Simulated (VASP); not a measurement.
Shape and ions are relaxed at each volume.

Energy against volume of Os (hcp). All values below come from PBE GGA with D4 dispersion, VASP's PBE PAW potentials (set 64) (plane waves; VASP 6.6.1).

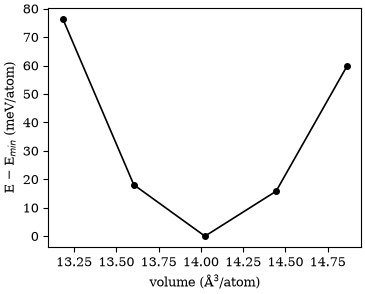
Fig. 1. Energy against volume

Estimate the equilibrium volume and the bulk modulus.

The minimum lies near 14.0 Å³/atom, and the curvature gives B0 of about 430 GPa.

Measured: bulk modulus 425 GPa at 0 K (computed value off by +0.9 %), as given by Vázquez-Parga, Fernández-Martínez, Viñes, J. Chem. Theory Comput. (2023), doi:10.1021/acs.jctc.3c00612, Supporting … [zero-point energy and finite temperature contributions removed].

The compound is Os in the hcp structure. It was relaxed first.
